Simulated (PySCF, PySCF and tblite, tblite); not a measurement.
**C₅H₁₃NSi: a path driven as pyramidal inversion, and NMR exchange**

How fast is pyramidal inversion in C₅H₁₃NSi (`C[Si](C)(C)N1CC1`), and when do the exchanging lines merge?

Computed with tblite 0.8.0 (tight binding) and PySCF 2.14.0 (DFT, with response routines of our own); each step states its level. Atoms count from 0 throughout.

## 1. The starting structure

20 atoms, charge 0, multiplicity 1; geometry from: force field or distance geometry start.

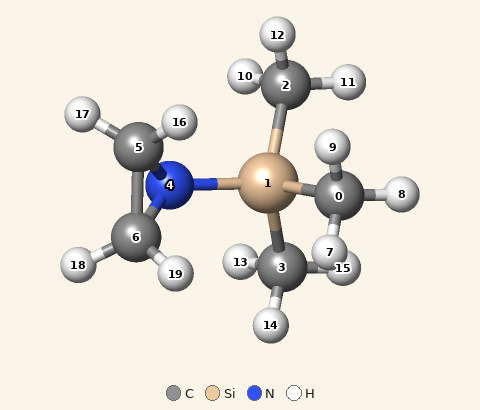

The starting geometry (carbon grey, silicon light orange, nitrogen blue, hydrogen white), atoms numbered.

## 2. GFN2-xTB relaxation, start minimum

The job: settings as JSON, then the geometry in Å.

```
{"job": {"xc": "GFN2-xTB", "basis": "xTB", "kind": "relax"}, "charge": 0, "multiplicity": 1}
C      0.023000    -0.494400    -1.781800
Si    -0.550300     0.058500    -0.091200
C     -1.350700     1.730400    -0.201400
C     -1.768600    -1.181100     0.590500
N      0.781700     0.161500     0.997300
C      2.102700     0.686900     0.695500
C      1.907200    -0.751200     1.090900
H      0.498600    -1.470200    -1.737200
H     -0.834300    -0.563000    -2.461000
H      0.724600     0.217800    -2.202900
H     -1.706700     2.072300     0.775200
H     -2.229400     1.692300    -0.871100
H     -0.665900     2.479800    -0.587800
H     -2.113100    -0.889700     1.589000
H     -1.314200    -2.170600     0.685100
H     -2.642500    -1.270500    -0.044600
H      2.378000     0.902600    -0.326500
H      2.522900     1.359000     1.434400
H      2.186600    -1.047000     2.104400
H      2.045100    -1.512600     0.340200
```

Launch:

```sh
$ OMP_NUM_THREADS=1 python ens_run.py task.json out
```

One launch serves the whole session.

What it wrote:

```text
step      E/eV     max force
  0    -597.44084    1.306
  1    -597.50577    0.577
  2    -597.51920    0.308
  3    -597.52902    0.243
  4    -597.53981    0.212
  5    -597.54646    0.199
  6    -597.55226    0.172
  7    -597.55537    0.128
  8    -597.55691    0.091
  9    -597.55780    0.074
 10    -597.55860    0.053
 11    -597.55919    0.052
 12    -597.55969    0.065
 13    -597.56029    0.074
 14    -597.56123    0.074
 15    -597.56263    0.094
 16    -597.56450    0.121
 17    -597.56670    0.121
 18    -597.56883    0.103
 19    -597.57036    0.084
 20    -597.57126    0.076
 21    -597.57189    0.070
 22    -597.57246    0.061
 23    -597.57300    0.055
 24    -597.57340    0.039
 25    -597.57367    0.033
 26    -597.57389    0.040
 27    -597.57412    0.040
 28    -597.57436    0.036
 29    -597.57458    0.034
 30    -597.57479    0.035
 31    -597.57504    0.040
 32    -597.57531    0.039
 33    -597.57551    0.034
 34    -597.57565    0.037
 35    -597.57579    0.040
 36    -597.57603    0.044
 37    -597.57641    0.063
 38    -597.57686    0.063
 39    -597.57722    0.043
 40    -597.57744    0.029
 41    -597.57757    0.025
 42    -597.57767    0.017
 43    -597.57772    0.014
 44    -597.57776    0.014
 45    -597.57779    0.014
 46    -597.57784    0.019
 47    -597.57791    0.019
 48    -597.57796    0.021
 49    -597.57800    0.018
 50    -597.57803    0.011
 51    -597.57805    0.010
 52    -597.57806    0.007
 53    -597.57806    0.006
 54    -597.57807    0.007
 55    -597.57808    0.011
 56    -597.57808    0.011
 57    -597.57809    0.005
 58    -597.57809    0.003
 59    -597.57809    0.003
```

It took 0.35 s on 1 thread of Intel Xeon 6975P-C, shared host.

The energy fell by 0.137 eV, and the atoms moved 0.12 Å (root mean square).

## 3. Relaxed scan, inversion

The job: settings as JSON, then the geometry in Å.

```
{"job": {"xc": "GFN2-xTB", "basis": "xTB", "coordinate": [["t", [6, 1, 5, 4], 0.3333333333333333], ["t", [1, 5, 6, 4], 0.3333333333333333], ["t", [5, 6, 1, 4], 0.3333333333333333]], "kind": "drive"}, "charge": 0, "multiplicity": 1}
C     -0.071558    -0.518371    -1.922561
Si    -0.540570     0.034712    -0.149566
C     -1.299046     1.777664    -0.210131
C     -1.720183    -1.242814     0.620824
N      0.780022     0.157644     0.964217
C      2.094624     0.695185     0.781138
C      1.897483    -0.714062     1.169312
H      0.398716    -1.498432    -1.918406
H     -0.939306    -0.578827    -2.572164
H      0.627607     0.176976    -2.380091
H     -1.591308     2.109549     0.780289
H     -2.182762     1.794982    -0.839290
H     -0.597465     2.504909    -0.606374
H     -2.014173    -0.946995     1.622104
H     -1.258393    -2.222635     0.690302
H     -2.622730    -1.344939     0.027448
H      2.435763     0.918374    -0.223765
H      2.419040     1.409165     1.528740
H      2.080540    -1.010610     2.195212
H      2.098551    -1.490797     0.439728
```

What it wrote:

```text
point  coordinate     E/eV
  0    -31.700     -597.54731
  1    -21.200     -597.50404
  2    -10.700     -597.47210
  3     -0.200     -597.45181
  4     10.400     -597.45237
  5     20.900     -597.46548
  6     31.500     -597.50047
  7     41.400     -597.52796
```

It took 1.4 s on 1 thread of Intel Xeon 6975P-C, shared host.

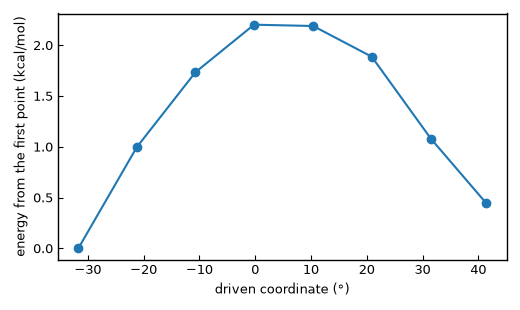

Energy along the scan.

## 4. Nudged elastic band, leg 1

Changed since step 3:

```diff
@@ -1,2 +1,2 @@
-{"job": {"xc": "GFN2-xTB", "basis": "xTB", "coordinate": [["t", [6, 1, 5, 4], 0.3333333333333333], ["t", [1, 5, 6, 4], 0.3333333333333333], ["t", [5, 6, 1, 4], 0.3333333333333333]], "kind": "drive"}, "charge": 0, "multiplicity": 1}
+{"job": {"xc": "GFN2-xTB", "basis": "xTB", "kind": "neb"}, "charge": 0, "multiplicity": 1}
 C     -0.071558    -0.518371    -1.922561
```

What it wrote:

```text
image   E - E0 / eV
  0       0.0000
  1       0.0535
  2       0.1242
  3       0.0496
  4       0.0340
  5       0.0111
  6      -0.0002
```

Wall time 1.2 s (1 thread of Intel Xeon 6975P-C, shared host).

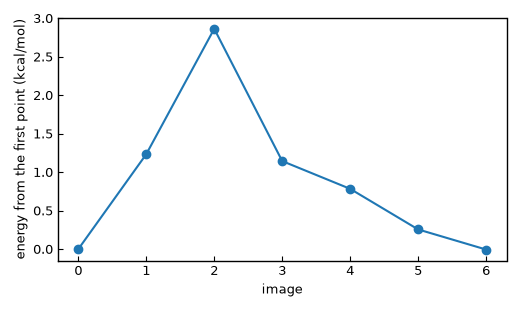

Energy along the band.

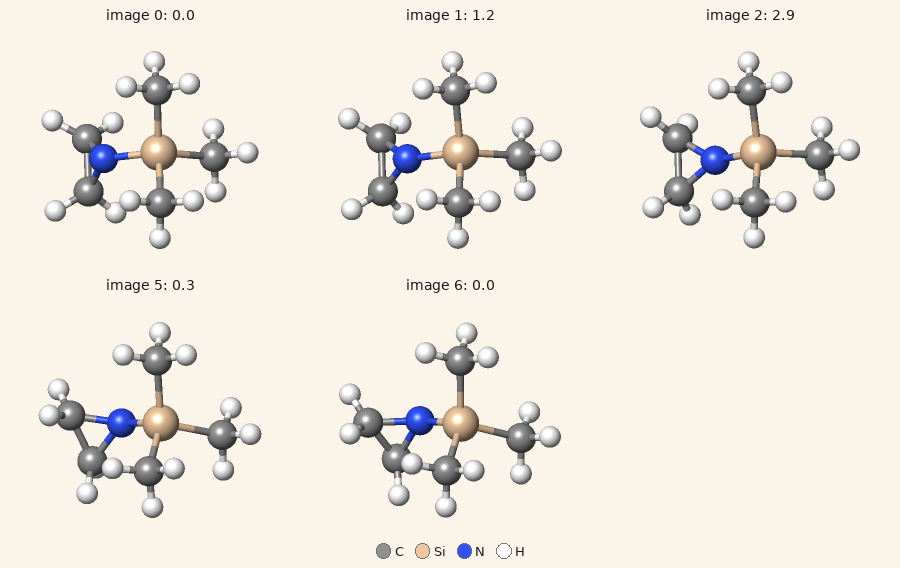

Images along the band, with energies in kcal/mol.

## 5. Saddle search, leg 1

The job: settings as JSON, then the geometry in Å.

```
{"job": {"xc": "GFN2-xTB", "basis": "xTB", "kind": "saddle"}, "charge": 0, "multiplicity": 1}
C     -0.331628    -0.537031    -2.111142
Si    -0.507544    -0.006460    -0.284145
C     -1.219077     1.759104    -0.197725
C     -1.637375    -1.239002     0.630012
N      1.068294    -0.039454     0.388384
C      2.151381     0.722468     0.899960
C      1.954639    -0.694686     1.283049
H      0.100496    -1.530817    -2.187355
H     -1.284895    -0.553239    -2.628443
H      0.323133     0.142434    -2.648958
H     -1.448608     2.056102     0.821401
H     -2.134462     1.837393    -0.776006
H     -0.515775     2.480352    -0.600437
H     -1.857440    -0.918311     1.643686
H     -1.172365    -2.217781     0.689139
H     -2.582928    -1.356640     0.109949
H      2.940847     0.975483     0.198648
H      1.943830     1.500054     1.629265
H      1.606414    -0.926246     2.285183
H      2.603065    -1.453723     0.855534
```

What it wrote:

```text
step      E/eV     max force
  0    -597.45394   0.0340
  1    -597.45167   0.0630
  2    -597.45245   0.0437
  3    -597.45245   0.0164
  4    -597.45246   0.0052
  5    -597.45244   0.0064
  6    -597.45247   0.0045
  7    -597.45247   0.0014
  8    -597.38608   0.8098
  9    -597.45050   0.1447
 10    -597.45467   0.2734
 11    -597.45540   0.0401
 12    -597.46082   0.0760
 13    -597.45765   0.0435
 14    -597.45956   0.0475
 15    -597.46160   0.0514
 16    -597.46366   0.0543
 17    -597.46598   0.0578
 18    -597.46868   0.0614
 19    -597.47157   0.0576
 20    -597.47647   0.0571
 21    -597.48299   0.0629
 22    -597.49132   0.0939
 23    -597.49858   0.1388
 24    -597.50307   0.0786
 25    -597.50770   0.0825
 26    -597.50979   0.1004
 27    -597.51020   0.0656
 28    -597.50934   0.1669
 29    -597.51136   0.0455
 30    -597.51210   0.0471
 31    -597.50920   0.0504
 32    -597.50764   0.0564
 33    -597.50638   0.0538
 34    -597.50410   0.0570
 35    -597.49899   0.0701
 36    -597.49628   0.0936
 37    -597.49282   0.0905
 38    -597.48341   0.1509
 39    -597.47852   0.1096
 40    -597.46798   0.1734
 41    -597.45113   0.0862
 42    -597.45325   0.1030
 43    -597.44552   0.3893
 44    -597.45376   0.0761
 45    -597.45294   0.0775
 46    -597.44817   0.0819
 47    -597.44553   0.1375
 48    -597.44312   0.1001
 49    -597.43624   0.0811
 50    -597.41700   0.1352
 51    -597.39239   0.2863
 52    -597.42577   0.1030
 53    -597.43908   0.1983
 54    -597.43225   0.0805
 55    -597.44076   0.0750
 56    -597.45262   0.0750
 57    -597.46440   0.0728
 58    -597.48069   0.1558
lowest wavenumbers (cm-1): 58.4 96.6 99.9 109.0 127.3 167.9
```

Run time: 12 s. Hardware: 1 thread of Intel Xeon 6975P-C, shared host; peak memory 0.2 GiB.

The run did not converge, so its numbers are no properties of the molecule.

Point group C1; 0 imaginary modes.

## 6. Saddle search, leg 1

The job: settings as JSON, then the geometry in Å.

```
{"job": {"xc": "GFN2-xTB", "basis": "xTB", "kind": "saddle"}, "charge": 0, "multiplicity": 1}
C     -0.302493    -0.534471    -2.088862
Si    -0.529076    -0.000680    -0.266529
C     -1.238565     1.765927    -0.209289
C     -1.658532    -1.247875     0.625643
N      0.986534     0.007694     0.525535
C      2.156486     0.720781     0.890635
C      1.961224    -0.697201     1.275688
H      0.138433    -1.525263    -2.149919
H     -1.240804    -0.563069    -2.633610
H      0.361534     0.146940    -2.613461
H     -1.474993     2.073551     0.804181
H     -2.146164     1.842588    -0.800291
H     -0.527186     2.483136    -0.605434
H     -1.889127    -0.930152     1.637647
H     -1.186168    -2.223267     0.685060
H     -2.598285    -1.370080     0.096268
H      2.865957     0.961105     0.103984
H      2.062759     1.492920     1.648552
H      1.727345    -0.933882     2.308774
H      2.531118    -1.468703     0.765427
```

What it wrote:

```text
step      E/eV     max force
  0    -597.45181   0.1551
  1    -597.45165   0.1806
  2    -597.45179   0.1611
  3    -597.45257   0.0173
  4    -597.45256   0.0146
  5    -597.45261   0.0507
  6    -597.45257   0.0109
  7    -597.45265   0.0298
  8    -597.45263   0.0032
  9    -597.39233   0.7866
 10    -597.45466   0.1395
 11    -597.45686   0.2961
 12    -597.45401   0.0383
 13    -597.45402   0.0382
 14    -597.45427   0.0260
 15    -597.45444   0.0546
 16    -597.45453   0.0161
 17    -597.45468   0.0234
 18    -597.45473   0.0303
 19    -597.45430   0.0975
 20    -597.45488   0.0035
lowest wavenumbers (cm-1): -168.5 25.7 85.2 99.4 100.4 113.4
```

Wall time 7.9 s (1 thread of Intel Xeon 6975P-C, shared host); peak memory 0.2 GiB.

Point group C1; 1 imaginary mode, 168i cm⁻¹, carried by N4, C5. Steps downhill from it reached both ends.

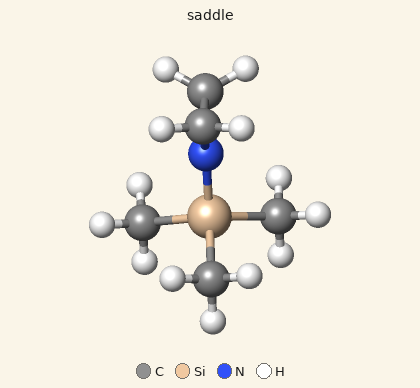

The saddle point.

## 7. Shieldings, start: BP86/pcSseg-1

The job: settings as JSON, then the geometry in Å.

```
{"job": {"kind": "nmr", "xc": "BP86", "basis": "pcSseg-1", "pop": false}, "charge": 0, "multiplicity": 1}
C     -0.071558    -0.518371    -1.922561
Si    -0.540570     0.034712    -0.149566
C     -1.299046     1.777664    -0.210131
C     -1.720183    -1.242814     0.620824
N      0.780022     0.157644     0.964217
C      2.094624     0.695185     0.781138
C      1.897483    -0.714062     1.169312
H      0.398716    -1.498432    -1.918406
H     -0.939306    -0.578827    -2.572164
H      0.627607     0.176976    -2.380091
H     -1.591308     2.109549     0.780289
H     -2.182762     1.794982    -0.839290
H     -0.597465     2.504909    -0.606374
H     -2.014173    -0.946995     1.622104
H     -1.258393    -2.222635     0.690302
H     -2.622730    -1.344939     0.027448
H      2.435763     0.918374    -0.223765
H      2.419040     1.409165     1.528740
H      2.080540    -1.010610     2.195212
H      2.098551    -1.490797     0.439728
```

What it wrote:

```text
coarse grid: 16176 points
cycle   1  E = -542.3691029500  dE =  4.792e-01  |g| = 8.181e-01  |ddm| = 3.957e+00
cycle   2  E = -542.1437202165  dE =  2.254e-01  |g| = 1.231e+00  |ddm| = 1.944e+00
cycle   3  E = -542.5374017466  dE = -3.937e-01  |g| = 1.586e-01  |ddm| = 1.332e+00
cycle   4  E = -542.5421280078  dE = -4.726e-03  |g| = 5.318e-02  |ddm| = 1.796e-01
cycle   5  E = -542.5427335168  dE = -6.055e-04  |g| = 7.811e-03  |ddm| = 5.252e-02
cycle   6  E = -542.5427460707  dE = -1.255e-05  |g| = 3.165e-03  |ddm| = 1.232e-02
cycle   7  E = -542.5427485900  dE = -2.519e-06  |g| = 5.806e-04  |ddm| = 4.281e-03
final grid: 148800 points
cycle   8  E = -542.5960072473  dE = -6.254e-05  |g| = 7.116e-03  |ddm| = 3.148e-02
cycle   9  E = -542.5959898129  dE =  1.743e-05  |g| = 1.077e-02  |ddm| = 1.627e-02
cycle  10  E = -542.5960193643  dE = -2.955e-05  |g| = 1.330e-03  |ddm| = 1.064e-02
cycle  11  E = -542.5960196558  dE = -2.915e-07  |g| = 5.193e-04  |ddm| = 1.535e-03
cycle  12  E = -542.5960197119  dE = -5.617e-08  |g| = 5.977e-05  |ddm| = 4.647e-04
cycle  13  E = -542.5960197126  dE = -7.190e-10  |g| = 1.826e-05  |ddm| = 9.964e-05
converged SCF energy = -542.5960197126

GIAO shielding tensors (ppm)
atom      isotropic    diamagn.    paramagn.     s11        s22        s33       span
  0 C      188.593     256.781     -68.188    182.813    188.214    194.752     11.940
  1 Si     323.696     883.696    -560.000    306.075    310.716    354.296     48.221
  2 C      182.662     255.035     -72.374    175.086    181.767    191.132     16.045
  3 C      182.671     255.036     -72.365    175.078    181.783    191.153     16.075
  4 N      240.695     325.015     -84.320    153.463    281.567    287.055    133.593
  5 C      159.173     253.612     -94.439    116.527    162.102    198.890     82.363
  6 C      159.178     253.610     -94.432    116.540    162.089    198.904     82.364
  7 H       32.046      33.183      -1.137     27.541     30.238     38.357     10.816
  8 H       31.998      31.869       0.130     28.084     29.166     38.745     10.661
  9 H       32.047      33.181      -1.133     27.549     30.230     38.363     10.815
 10 H       31.406      32.083      -0.676     27.454     28.810     37.956     10.502
 11 H       31.869      31.393       0.476     27.705     29.203     38.698     10.993
 12 H       31.437      32.753      -1.316     27.138     29.723     37.451     10.312
 13 H       31.406      32.086      -0.679     27.453     28.810     37.956     10.503
 14 H       31.437      32.751      -1.314     27.143     29.714     37.453     10.310
 15 H       31.867      31.392       0.475     27.703     29.204     38.696     10.993
 16 H       30.024      32.459      -2.435     23.669     29.254     37.150     13.481
 17 H       29.862      30.131      -0.269     23.524     26.130     39.932     16.408
 18 H       29.862      30.133      -0.271     23.525     26.131     39.932     16.407
 19 H       30.025      32.461      -2.436     23.668     29.255     37.150     13.482
```

Wall time 31 s (1 thread of Intel Xeon 6975P-C, shared host); peak memory 0.7 GiB.

This run: HOMO -5.28 eV, LUMO 0.46 eV; dipole 0.88 D.

## 8. Shieldings, saddle of leg 1: BP86/pcSseg-1

The job: settings as JSON, then the geometry in Å.

```
{"job": {"kind": "nmr", "xc": "BP86", "basis": "pcSseg-1", "pop": false}, "charge": 0, "multiplicity": 1}
C     -0.319458    -0.674635    -2.063577
Si    -0.518499    -0.016293    -0.280967
C     -1.136709     1.782067    -0.285608
C     -1.728673    -1.162400     0.651570
N      0.993143     0.020029     0.516853
C      2.012197     0.765922     1.160853
C      2.099773    -0.707697     1.023030
H      0.111079    -1.671768    -2.064011
H     -1.273779    -0.732885    -2.578158
H      0.332672    -0.037630    -2.653877
H     -1.260416     2.158789     0.724350
H     -2.094569     1.866050    -0.788268
H     -0.437980     2.435900    -0.796959
H     -1.917455    -0.808233     1.660663
H     -1.327719    -2.168777     0.728526
H     -2.685846    -1.232059     0.143936
H      2.646516     1.392609     0.541001
H      1.787685     1.192894     2.133756
H      1.936843    -1.330417     1.897755
H      2.796232    -1.130495     0.304923
```

What it wrote:

```text
coarse grid: 16176 points
cycle   1  E = -542.3628928432  dE =  4.999e-01  |g| = 8.247e-01  |ddm| = 3.955e+00
cycle   2  E = -542.1297213591  dE =  2.332e-01  |g| = 1.249e+00  |ddm| = 1.974e+00
cycle   3  E = -542.5332211750  dE = -4.035e-01  |g| = 1.560e-01  |ddm| = 1.368e+00
cycle   4  E = -542.5378834080  dE = -4.662e-03  |g| = 5.045e-02  |ddm| = 1.755e-01
cycle   5  E = -542.5384202851  dE = -5.369e-04  |g| = 7.915e-03  |ddm| = 4.657e-02
cycle   6  E = -542.5384333353  dE = -1.305e-05  |g| = 3.282e-03  |ddm| = 1.196e-02
cycle   7  E = -542.5384359658  dE = -2.630e-06  |g| = 6.310e-04  |ddm| = 3.968e-03
final grid: 148800 points
cycle   8  E = -542.5918014938  dE = -5.756e-05  |g| = 7.227e-03  |ddm| = 3.022e-02
cycle   9  E = -542.5917842672  dE =  1.723e-05  |g| = 1.074e-02  |ddm| = 1.601e-02
cycle  10  E = -542.5918137506  dE = -2.948e-05  |g| = 1.055e-03  |ddm| = 1.022e-02
cycle  11  E = -542.5918139722  dE = -2.216e-07  |g| = 5.131e-04  |ddm| = 1.263e-03
cycle  12  E = -542.5918139565  dE =  1.578e-08  |g| = 5.768e-05  |ddm| = 4.517e-04
cycle  13  E = -542.5918139571  dE = -6.530e-10  |g| = 1.911e-05  |ddm| = 9.211e-05
converged SCF energy = -542.5918139571

GIAO shielding tensors (ppm)
atom      isotropic    diamagn.    paramagn.     s11        s22        s33       span
  0 C      180.656     255.747     -75.090    171.700    180.120    190.149     18.450
  1 Si     334.381     883.705    -549.325    317.835    329.268    356.039     38.204
  2 C      183.655     255.268     -71.613    178.360    182.197    190.408     12.048
  3 C      181.080     255.710     -74.630    172.127    180.656    190.457     18.330
  4 N      243.307     326.287     -82.980    151.903    265.911    312.107    160.205
  5 C      158.830     252.188     -93.358    114.023    160.660    201.809     87.786
  6 C      158.650     252.091     -93.441    114.330    160.779    200.841     86.511
  7 H       31.464      32.842      -1.378     27.504     29.688     37.199      9.695
  8 H       31.846      31.577       0.269     27.932     29.161     38.446     10.515
  9 H       31.818      32.741      -0.922     27.932     29.499     38.024     10.091
 10 H       31.458      32.818      -1.360     27.609     29.071     37.694     10.085
 11 H       31.732      31.407       0.326     27.527     29.148     38.522     10.995
 12 H       31.417      32.832      -1.414     27.531     29.120     37.601     10.070
 13 H       31.827      32.750      -0.923     27.953     29.439     38.089     10.136
 14 H       31.430      32.857      -1.427     27.460     29.659     37.172      9.712
 15 H       31.828      31.564       0.264     27.885     29.158     38.441     10.555
 16 H       29.627      30.692      -1.064     23.275     27.006     38.602     15.327
 17 H       29.627      30.751      -1.124     23.289     27.068     38.524     15.235
 18 H       29.682      30.706      -1.024     23.281     27.268     38.496     15.215
 19 H       29.683      30.647      -0.964     23.270     27.198     38.580     15.310
```

It took 30 s on 1 thread of Intel Xeon 6975P-C, shared host; peak memory 0.71 GiB.

Key values: HOMO -4.95 eV, LUMO 0.64 eV; dipole 0.48 D.

(Part 1 of 2 ends here.)
